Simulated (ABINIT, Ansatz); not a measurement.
# Quasiparticle gap of GaCuSe2 (I-42d) in ABINIT, part 2 of 3

How does a plane-wave GW calculation on GaCuSe2 (I-42d) run from the first input to the gap?

ABINIT 10.8.3; PBE and many-body steps on it, plane waves. Known limits of the many-body steps: not at the basis limit; screening runs away on this mesh; d shell near the gap, gap tends to lie low; no spin-orbit coupling; coarse k mesh.

So far. Step 2 (Ground state): The gap is direct, at Γ.

In doubt: a PseudoDojo file used here is known to give poor structures and forces, which bears on pressures, cells, forces and phonons.

**3. Bands along the symmetry lines**

Level of this step: DFT, PBE, plane waves, norm-conserving pseudopotentials (ABINIT).

The cheap functional maps the bands first; the places of the edges decide which points the dearer methods must see.

The input, run.abi:

```
acell 3*1.0 Angstrom
rprim 
  -2.809550000000 2.809550000000 5.513000000000
  2.809550000000 -2.809550000000 5.513000000000
  2.809550000000 2.809550000000 -5.513000000000
ntypat 3
znucl 31 29 34
natom 8
typat 1 1 2 2 3 3 3 3
xred 
  0.500000000000 0.500000000000 0.000000000000
  0.250000000000 0.750000000000 0.500000000000
  0.000000000000 0.000000000000 0.000000000000
  0.750000000000 0.250000000000 0.500000000000
  0.375000000000 0.375620000000 0.500620000000
  0.624380000000 0.125000000000 0.999380000000
  0.875000000000 0.874380000000 0.499380000000
  0.125620000000 0.625000000000 0.000620000000
pp_dirpath "pseudos"
pseudos "Ga.upf, Cu.upf, Se.upf"
ecut 50
iscf -2
irdden 1
kptopt 0
nkpt 31
kpt 
  0.00000000 0.00000000 0.00000000
  0.00000000 0.00000000 0.16666667
  0.00000000 0.00000000 0.33333333
  0.00000000 0.00000000 0.50000000
  0.08333333 0.08333333 0.41666667
  0.16666667 0.16666667 0.33333333
  0.25000000 0.25000000 0.25000000
  0.16666667 0.33333333 0.16666667
  0.08333333 0.41666667 0.08333333
  0.00000000 0.50000000 0.00000000
  0.00000000 0.33333333 0.00000000
  0.00000000 0.16666667 0.00000000
  0.00000000 0.00000000 0.00000000
  0.16666667 0.16666667 -0.16666667
  0.33333333 0.33333333 -0.33333333
  0.50000000 0.50000000 -0.50000000
  0.43830961 0.56169039 -0.43830961
  0.37661922 0.62338078 -0.37661922
  0.31492883 0.68507117 -0.31492883
  -0.31492883 0.31492883 0.31492883
  -0.20995255 0.20995255 0.20995255
  -0.10497628 0.10497628 0.10497628
  0.00000000 0.00000000 0.00000000
  -0.00000000 0.00000000 0.50000000
  -0.04328588 0.04328588 0.50000000
  -0.08657177 0.08657177 0.50000000
  -0.12985765 0.12985765 0.50000000
  0.50000000 0.50000000 -0.12985765
  0.50000000 0.50000000 -0.25323843
  0.50000000 0.50000000 -0.37661922
  0.50000000 0.50000000 -0.50000000
istwfk *1
nband 95
nbdbuf 2
tolwfr 1e-08
nstep 40
prtwf 0
prtvol 0
indata_prefix "in"
outdata_prefix "out"
tmpdata_prefix "tmp"
```

Started as:

```
$ OMP_NUM_THREADS=1 mpirun -n 16 abinit run.abi > log
```

Numbers of over 12 decimals in the logs are rounded to 6 here.

The program printed:

```text
.Version 10.8.3 of ABINIT. v10.8.2 released Aug 2026.

 Symmetries : space group I-4 2 d (#122); Bravais tI (body-center tetrag.)
[... echo of the input left out ...]
== DATASET  1 ==================================================================
-   mpi_nproc: 16, omp_nthreads: 1 (-1 if OMP is not activated)

--- !DatasetInfo
iteration_state: {dtset: 1, }
dimensions: {natom: 8, nkpt: 31, mband: 95, nsppol: 1, nspinor: 1, nspden: 1, mpw: 19872, }
cutoff_energies: {ecut:  50.0, pawecutdg:  -1.0, }
electrons: {nelect:   1.76000000E+02, charge:   0.00000000E+00, occopt:   1.00000000E+00, tsmear:   1.00000000E-02, }

 Real(R)+Recip(G) space primitive vectors, cartesian coordinates (Bohr,Bohr^-1):
 R(1)= -5.3092800  5.3092800 10.4180601  G(1)=  0.0000000  0.0941747  0.0479936
 R(2)=  5.3092800 -5.3092800 10.4180601  G(2)=  0.0941747  0.0000000  0.0479936
 R(3)=  5.3092800  5.3092800-10.4180601  G(3)=  0.0941747  0.0941747  0.0000000
 Unit cell volume ucvol=  1.1746761E+03 bohr^3
 Angles (23,13,12)=  1.31158269E+02  1.31158269E+02  7.15617425E+01 degrees

 getcut: wavevector=  0.0000  0.0000  0.0000  ngfft=  90  90  90
         ecut(hartree)=     50.000   => boxcut(ratio)=   2.20209

 getcut : COMMENT -
  Note that boxcut > 2.2 ; recall that boxcut=Gcut(box)/Gcut(sphere) = 2
  is sufficient for exact treatment of convolution.
  Such a large boxcut is a waste : you could raise ecut
  e.g. ecut=   60.615049 Hartrees makes boxcut=2

--- Pseudopotential description ------------------------------------------------
- Ga Generated using ONCVPSP code by D. R. Hamann
- 31.00000  21.00000  171031                  znucl, zion, pspdat
12 -101130 2 -1 1902                          pspcod,pspxc,lmax,lloc,mmax
     nproj     2     2     2
  pspatm : epsatm=   21.85474337
         --- l  ekb(1:nproj) -->
             0    4.962806   -1.220223
             1   -5.679278   -1.350476
             2  -10.596651   -3.839775
 pspatm: atomic psp has been read  and splines computed

- Cu Generated using ONCVPSP code by D. R. Hamann
- 29.00000  19.00000  171031                  znucl, zion, pspdat
12 -101130 2 -1 1492                          pspcod,pspxc,lmax,lloc,mmax
     nproj     2     2     2
  pspatm : epsatm=   20.49795018
         --- l  ekb(1:nproj) -->
[...]
pspatm: atomic psp has been read  and splines computed

- Se Generated using ONCVPSP code by D. R. Hamann
- 34.00000  24.00000  171031                  znucl, zion, pspdat
12 -101130 2 -1 1214                          pspcod,pspxc,lmax,lloc,mmax
     nproj     2     2     2
  pspatm : epsatm=   25.39064422
         --- l  ekb(1:nproj) -->
[...]
pspatm: atomic psp has been read  and splines computed

--------------------------------------------------------------------------------

================================================================================
[...]
2.8518E-01  2.8518E-01  3.2150E-01  3.2150E-01  3.5194E-01

--- !ResultsGS
iteration_state: {dtset: 1, }
comment   : Summary of ground state results
lattice_vectors:
- [ -5.3092800,   5.3092800,  10.4180601, ]
- [  5.3092800,  -5.3092800,  10.4180601, ]
- [  5.3092800,   5.3092800, -10.4180601, ]
lattice_lengths: [  12.84184,   12.84184,   12.84184, ]
lattice_angles: [131.158, 131.158,  71.562, ] # degrees, (23, 13, 12)
lattice_volume:   1.1746761E+03
convergence: {deltae:  0.000E+00, res2:  0.000E+00, residm:  9.980E-09, diffor:  0.000E+00, }
etotal    :  -2.23643358E+03
entropy   :   0.00000000E+00
fermie    :   2.13258994E-01
cartesian_stress_tensor: null
pressure_GPa: null
xred      :
- [  5.0000E-01,   5.0000E-01,  -1.5425E-17, Ga]
- [  2.5000E-01,   7.5000E-01,   5.0000E-01, Ga]
- [  0.0000E+00,   0.0000E+00,   0.0000E+00, Cu]
- [  7.5000E-01,   2.5000E-01,   5.0000E-01, Cu]
- [  3.7500E-01,   3.7562E-01,   5.0062E-01, Se]
- [  6.2438E-01,   1.2500E-01,   9.9938E-01, Se]
- [  8.7500E-01,   8.7438E-01,   4.9938E-01, Se]
- [  1.2562E-01,   6.2500E-01,   6.2000E-04, Se]
cartesian_forces: null
force_length_stats: {min: null, max: null, mean: null, }

 Integrated electronic density in atomic spheres:
 ------------------------------------------------
 Atom  Sphere_radius  Integrated_density
[...]
================================================================================

 ----iterations are completed or convergence reached----

 Mean square residual over all n,k,spin=   49.630E-10; max=  99.803E-10
 reduced coordinates (array xred) for    8 atoms
[...]
0.875000000000      0.874380000000      0.499380000000
       0.125620000000      0.625000000000      0.000620000000

 cartesian coordinates (angstrom) at end:
    1     -0.000000    -0.000000     5.513000
    2      2.809550     0.000000     2.756500
    3      0.000000     0.000000     0.000000
[...]
7      1.401291     1.404775     6.891250
    8      1.404775    -1.401291     4.134750
 length scales=  1.889726125908  1.889726125908  1.889726125908 bohr
              =  1.000000000000  1.000000000000  1.000000000000 angstroms
 prteigrs : about to open file out_EIG
 Eigenvalues (hartree) for nkpt=  31  k points:
 kpt#   1, nband= 95, wtk=  1.00000, kpt=  0.0000  0.0000  0.0000 (reduced coord)
[...]
kpt#   2, nband= 95, wtk=  1.00000, kpt=  0.0000  0.0000  0.1667 (reduced coord)
[...]
kpt#   3, nband= 95, wtk=  1.00000, kpt=  0.0000  0.0000  0.3333 (reduced coord)
[...]
kpt#  30, nband= 95, wtk=  1.00000, kpt=  0.5000  0.5000 -0.3766 (reduced coord)
[...]
0.28497    0.28497    0.29745    0.29745    0.33185    0.33185    0.36474
 kpt#  31, nband= 95, wtk=  1.00000, kpt=  0.5000  0.5000 -0.5000 (reduced coord)
[...]
0.07594    0.07594    0.08391    0.08391    0.09292    0.09292    0.13478    0.13478
   0.14375    0.14375    0.16780    0.16780    0.16825    0.16825    0.17993    0.17993
   0.28208    0.28208    0.28518    0.28518    0.32150    0.32150    0.35194

== END DATASET(S) ==============================================================
================================================================================

 -outvars: echo values of variables after computation  --------
            nband          95
             nkpt          31
          spgroup         122
 [... the other variables as echoed above ...]

 Calculation completed.
```

Elapsed: 4.1 min, on 16 MPI ranks of Arm Neoverse V1, shared host; peak memory 3.5 GiB; 66 min of CPU time.

This step gave:

```
gap                        : 0.2242 eV
k of the valence top       : 0, 0, 0
k of the conduction bottom : 0, 0, 0
least direct gap           : 0.2242 eV
```

The gap is 0.224 eV, as in the run before at this level.

The electronic bands at the labelled points (eV, zero at the top of the highest filled band):

```csv
point,band 85,band 86,band 87,band 88,band 89,band 90,band 91,band 92
Γ,-1.53,-0.13,-0.13,0.00,0.22,1.90,2.27,3.98
X,-0.82,-0.82,-0.50,-0.50,1.18,1.18,3.31,3.31
P,-0.85,-0.85,-0.68,-0.68,1.62,1.62,3.04,3.04
N,-1.34,-1.21,-1.09,-0.55,2.19,2.58,3.23,4.13
Γ,-1.53,-0.13,-0.13,0.00,0.22,1.90,2.27,3.98
M,-1.22,-1.22,-0.91,-0.91,1.87,1.87,1.96,1.96
S,-1.41,-1.19,-0.74,-0.56,1.97,2.41,2.51,3.45
jump to S0,-1.41,-1.19,-0.74,-0.56,1.97,2.41,2.51,3.45
Γ,-1.53,-0.13,-0.13,0.00,0.22,1.90,2.27,3.98
jump to X,-0.82,-0.82,-0.50,-0.50,1.18,1.18,3.31,3.31
R,-0.85,-0.85,-0.69,-0.69,1.46,1.46,3.83,3.83
jump to G,-0.85,-0.85,-0.69,-0.69,1.46,1.46,3.83,3.83
M,-1.22,-1.22,-0.91,-0.91,1.87,1.87,1.96,1.96
```

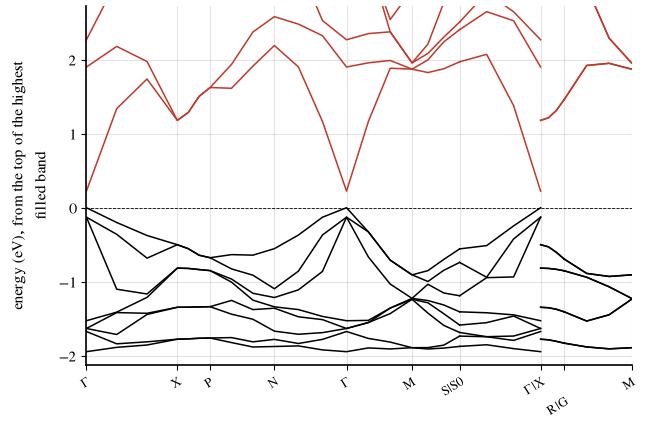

Electronic bands along the path; lines of filled and empty bands in two colours.

**4. Empty states on the mesh, 2×2×2 mesh, 406 bands**

The sums over transitions need many empty states on a uniform mesh; this step solves for them.

The input, run.abi:

```
acell 3*1.0 Angstrom
rprim 
  -2.809550000000 2.809550000000 5.513000000000
  2.809550000000 -2.809550000000 5.513000000000
  2.809550000000 2.809550000000 -5.513000000000
ntypat 3
znucl 31 29 34
natom 8
typat 1 1 2 2 3 3 3 3
xred 
  0.500000000000 0.500000000000 0.000000000000
  0.250000000000 0.750000000000 0.500000000000
  0.000000000000 0.000000000000 0.000000000000
  0.750000000000 0.250000000000 0.500000000000
  0.375000000000 0.375620000000 0.500620000000
  0.624380000000 0.125000000000 0.999380000000
  0.875000000000 0.874380000000 0.499380000000
  0.125620000000 0.625000000000 0.000620000000
pp_dirpath "pseudos"
pseudos "Ga.upf, Cu.upf, Se.upf"
ecut 50
ngkpt 2 2 2
nshiftk 1
shiftk 0 0 0
kptopt 1
chksymbreak 0
iscf -2
irdden 1
istwfk *1
nband 406
nbdbuf 36
tolwfr 1e-09
nstep 60
prtvol 0
indata_prefix "in"
outdata_prefix "out"
tmpdata_prefix "tmp"
```

Started as:

```
$ OMP_NUM_THREADS=4 mpirun -n 4 abinit run.abi > log
```

The program printed:

```text
.Version 10.8.3 of ABINIT. v10.8.2 released Aug 2026.

 Symmetries : space group I-4 2 d (#122); Bravais tI (body-center tetrag.)
[... echo of the input left out ...]
== DATASET  1 ==================================================================
-   mpi_nproc: 4, omp_nthreads: 4 (-1 if OMP is not activated)

--- !DatasetInfo
iteration_state: {dtset: 1, }
dimensions: {natom: 8, nkpt: 4, mband: 406, nsppol: 1, nspinor: 1, nspden: 1, mpw: 19844, }
cutoff_energies: {ecut:  50.0, pawecutdg:  -1.0, }
electrons: {nelect:   1.76000000E+02, charge:   0.00000000E+00, occopt:   1.00000000E+00, tsmear:   1.00000000E-02, }

 Real(R)+Recip(G) space primitive vectors, cartesian coordinates (Bohr,Bohr^-1):
 R(1)= -5.3092800  5.3092800 10.4180601  G(1)=  0.0000000  0.0941747  0.0479936
 R(2)=  5.3092800 -5.3092800 10.4180601  G(2)=  0.0941747  0.0000000  0.0479936
 R(3)=  5.3092800  5.3092800-10.4180601  G(3)=  0.0941747  0.0941747  0.0000000
 Unit cell volume ucvol=  1.1746761E+03 bohr^3
 Angles (23,13,12)=  1.31158269E+02  1.31158269E+02  7.15617425E+01 degrees

 getcut: wavevector=  0.0000  0.0000  0.0000  ngfft=  90  90  90
         ecut(hartree)=     50.000   => boxcut(ratio)=   2.20209

 getcut : COMMENT -
  Note that boxcut > 2.2 ; recall that boxcut=Gcut(box)/Gcut(sphere) = 2
  is sufficient for exact treatment of convolution.
  Such a large boxcut is a waste : you could raise ecut
  e.g. ecut=   60.615049 Hartrees makes boxcut=2

--- Pseudopotential description ------------------------------------------------
- Ga Generated using ONCVPSP code by D. R. Hamann
- 31.00000  21.00000  171031                  znucl, zion, pspdat
12 -101130 2 -1 1902                          pspcod,pspxc,lmax,lloc,mmax
     nproj     2     2     2
  pspatm : epsatm=   21.85474337
         --- l  ekb(1:nproj) -->
             0    4.962806   -1.220223
             1   -5.679278   -1.350476
             2  -10.596651   -3.839775
 pspatm: atomic psp has been read  and splines computed

- Cu Generated using ONCVPSP code by D. R. Hamann
- 29.00000  19.00000  171031                  znucl, zion, pspdat
12 -101130 2 -1 1492                          pspcod,pspxc,lmax,lloc,mmax
     nproj     2     2     2
  pspatm : epsatm=   20.49795018
         --- l  ekb(1:nproj) -->
[...]
pspatm: atomic psp has been read  and splines computed

- Se Generated using ONCVPSP code by D. R. Hamann
- 34.00000  24.00000  171031                  znucl, zion, pspdat
12 -101130 2 -1 1214                          pspcod,pspxc,lmax,lloc,mmax
     nproj     2     2     2
  pspatm : epsatm=   25.39064422
         --- l  ekb(1:nproj) -->
[...]
pspatm: atomic psp has been read  and splines computed

--------------------------------------------------------------------------------

================================================================================
[...]
2.41E-10  2.58E-10  2.32E-10  2.54E-10  2.77E-10  2.55E-10  2.39E-10  2.47E-10
  2.40E-10  7.27E-10  2.97E-10  3.52E-10  2.26E-10  2.02E-10  2.49E-10  2.45E-10
[...]
1.65E-04  1.49E-04  1.44E-04  6.77E-04  4.05E-04  1.63E-03
 -7.4455E+00 -7.4455E+00 -7.4455E+00 -7.4455E+00 -5.2231E+00 -5.2231E+00
 -5.2231E+00 -5.2231E+00 -5.2215E+00 -5.2215E+00 -5.2215E+00 -5.2215E+00
[...]
3.0435E+00  3.0547E+00  3.0547E+00  3.0631E+00  3.0633E+00  3.0833E+00
  3.0853E+00  3.0861E+00  3.0945E+00  3.1025E+00
 prteigrs : prtvol=0 or 1, do not print more k-points.

--- !ResultsGS
iteration_state: {dtset: 1, }
comment   : Summary of ground state results
lattice_vectors:
- [ -5.3092800,   5.3092800,  10.4180601, ]
- [  5.3092800,  -5.3092800,  10.4180601, ]
- [  5.3092800,   5.3092800, -10.4180601, ]
lattice_lengths: [  12.84184,   12.84184,   12.84184, ]
lattice_angles: [131.158, 131.158,  71.562, ] # degrees, (23, 13, 12)
lattice_volume:   1.1746761E+03
convergence: {deltae:  0.000E+00, res2:  0.000E+00, residm:  9.989E-10, diffor:  0.000E+00, }
etotal    :  -2.23643358E+03
entropy   :   0.00000000E+00
fermie    :   2.13258994E-01
cartesian_stress_tensor: null
pressure_GPa: null
xred      :
- [  5.0000E-01,   5.0000E-01,  -1.5425E-17, Ga]
- [  2.5000E-01,   7.5000E-01,   5.0000E-01, Ga]
- [  0.0000E+00,   0.0000E+00,   0.0000E+00, Cu]
- [  7.5000E-01,   2.5000E-01,   5.0000E-01, Cu]
- [  3.7500E-01,   3.7562E-01,   5.0062E-01, Se]
- [  6.2438E-01,   1.2500E-01,   9.9938E-01, Se]
- [  8.7500E-01,   8.7438E-01,   4.9938E-01, Se]
- [  1.2562E-01,   6.2500E-01,   6.2000E-04, Se]
cartesian_forces: null
force_length_stats: {min: null, max: null, mean: null, }

 Integrated electronic density in atomic spheres:
 ------------------------------------------------
 Atom  Sphere_radius  Integrated_density
[...]
================================================================================

 ----iterations are completed or convergence reached----

 Mean square residual over all n,k,spin=   33.039E-11; max=  99.891E-11
 reduced coordinates (array xred) for    8 atoms
[...]
0.875000000000      0.874380000000      0.499380000000
       0.125620000000      0.625000000000      0.000620000000

 cartesian coordinates (angstrom) at end:
    1     -0.000000    -0.000000     5.513000
    2      2.809550     0.000000     2.756500
[...]
7      1.401291     1.404775     6.891250
    8      1.404775    -1.401291     4.134750
 length scales=  1.889726125908  1.889726125908  1.889726125908 bohr
              =  1.000000000000  1.000000000000  1.000000000000 angstroms
 prteigrs : about to open file out_EIG
 Eigenvalues (hartree) for nkpt=   4  k points:
 kpt#   1, nband=406, wtk=  0.12500, kpt=  0.0000  0.0000  0.0000 (reduced coord)
[...]
2.98130    2.99133    2.99275    2.99275    3.00081    3.00401    3.00929    3.03482
   3.03485    3.03696    3.03787    3.03838    3.04353    3.05466    3.05471    3.06309
   3.06329    3.08334    3.08526    3.08606    3.09453    3.10246
 prteigrs : prtvol=0 or 1, do not print more k-points.

== END DATASET(S) ==============================================================
================================================================================

 -outvars: echo values of variables after computation  --------
            nband         406
             nkpt           4
          spgroup         122
 [... the other variables as echoed above ...]

 Calculation completed.
```

The job ended after 4.9 min (4 MPI ranks; peak memory 1.2 GiB; 50 min of CPU time).

Numbers from this step:

```yaml
gap: 0.2242 eV
k_of_the_valence_top: 0, 0, 0
k_of_the_conduction_bottom: 0, 0, 0
least_direct_gap: 0.2242 eV
k_points_computed: 4
lowest_point_of_the_top_converged_band_above_the_valence_top: 71.3575 eV
```

On this mesh the gap is 0.224 eV.

**5. Screening, 2×2×2 mesh, 203 bands, screening to 114.3 eV**

The RPA dielectric matrix is built and inverted for each q.

This step: RPA screening on PBE, plane waves, norm-conserving pseudopotentials.

Edit run.abi of step 4 so:

```diff
@@ -26,10 +26,11 @@
 chksymbreak 0
-iscf -2
-irdden 1
 istwfk *1
-nband 406
-nbdbuf 36
-tolwfr 1e-09
-nstep 60
-prtvol 0
+occopt 1
+irdwfk 1
+optdriver 3
+nband 203
+ecuteps 4.2
+inclvkb 2
+awtr 1
+symchi 1
 indata_prefix "in"
@@ -37 +38,2 @@
 tmpdata_prefix "tmp"
+gwmem 10
```

Started as:

```
$ OMP_NUM_THREADS=1 mpirun -n 16 abinit run.abi > log
```

The program printed:

```text
.Version 10.8.3 of ABINIT. v10.8.2 released Aug 2026.

 Symmetries : space group I-4 2 d (#122); Bravais tI (body-center tetrag.)
[... echo of the input left out ...]
== DATASET  1 ==================================================================
-   mpi_nproc: 16, omp_nthreads: 1 (-1 if OMP is not activated)

--- !DatasetInfo
iteration_state: {dtset: 1, }
dimensions: {natom: 8, nkpt: 4, mband: 203, nsppol: 1, nspinor: 1, nspden: 1, mpw: 19844, }
cutoff_energies: {ecut:  50.0, pawecutdg:  -1.0, }
electrons: {nelect:   1.76000000E+02, charge:   0.00000000E+00, occopt:   1.00000000E+00, tsmear:   1.00000000E-02, }

 SCREENING: Calculation of the susceptibility and dielectric matrices

 Based on a program developped by R.W. Godby, V. Olevano, G. Onida, and L. Reining.
 Incorporated in ABINIT by V. Olevano, G.-M. Rignanese, and M. Torrent.
.Using double precision arithmetic ; gwpc =  8

[... cell and pseudopotentials left out ...]
--------------------------------------------------------------------------------

 ==== K-mesh for the wavefunctions ====
 Number of points in the irreducible wedge :     4
[... list of points left out ...]
 Together with  8 symmetry operations and time-reversal symmetry
 yields     8 points in the full Brillouin Zone.

 ==== Q-mesh for the screening function ====
 Number of points in the irreducible wedge :     4
[... list of points left out ...]
 Together with  8 symmetry operations and time-reversal symmetry
 yields     8 points in the full Brillouin Zone.

 setmesh: FFT mesh size selected  =   120x  120x  120
          total number of points  =      1728000

 vcoul_init : cutoff-mode = AUXILIARY_FUNCTION
 q-points for optical limit:   1
     1)      0.000010    0.000020    0.000030

- screening: taking advantage of time-reversal symmetry
- Maximum band index for partially occupied states nbvw = 88
- Remaining bands to be divided among processors   nbcw = 115
- Number of bands treated by each node ~7

 Number of electrons calculated from density =  176.0000; Expected =  176.0000
 average of density, n =  0.149829
 r_s =    1.1680
 omega_plasma =   37.3382 [eV]

 calculating chi0 at frequencies [eV] :
  1    0.000000E+00    0.000000E+00
  2    0.000000E+00    3.733816E+01

--------------------------------------------------------------------------------
  q-point number  1        q = ( 0.000000, 0.000000, 0.000000) [r.l.u.]
--------------------------------------------------------------------------------
[... chi0 elements left out ...]
 For q-point:  0.000010 0.000020 0.000030
  dielectric constant = 338.8199
  dielectric constant without local fields = 373.7697

  Average fulfillment of the sum rule on Im[epsilon] for q-point    1 :     21.60  [%]
[... wings left out ...]
  q-point number  2        q = ( 0.500000, 0.000000, 0.000000) [r.l.u.]
--------------------------------------------------------------------------------
[... chi0 elements left out ...]
  Average fulfillment of the sum rule on Im[epsilon] for q-point    2 :     23.30  [%]

 [... 2 further q-points ...]
```

It took 25 min on 16 MPI ranks; peak memory 10 GiB; 6.6 h of CPU time.

This step gave:

| Item | Value |
| --- | --- |
| ε∞ with local fields, on this mesh, along the program's q direction | 338.8 |
| the same without local fields | 373.8 |
| plasma frequency | 37.34 eV |
| plane waves in the screening matrix | 461 |

Local fields lower ε∞ by 9 %. The value itself is an artefact of the mesh, where one narrow direct gap carries too much weight.

[end of part 2 of 3]

[Paths, hosts, dates, memory and timing lines, banners, echoed tables and standing remarks are left out of the program output.]

[Logs are printed without paths, hosts, clocks, repeated set-up lines and the standing remarks that a program may print on its own settings, such as how far it seeks lower states.]

[Runs of the session that timed out or met a known fault of the program may be left out.]

[Hosts, paths, dates, database ids (printed as entryN), source tags and the programs' standing remarks are cut or masked in the printed files.]

[G0W0 gaps are taken among the corrected bands and points alone; a level outside them can change the order at an edge.]

[Where Ansatz stands beside ABINIT at settings called matched, ABINIT's density can come from a denser mesh and the files from another edition; pairs whose starting gaps differed by over 0.03 eV were left out, so agreement reads better than it is.]
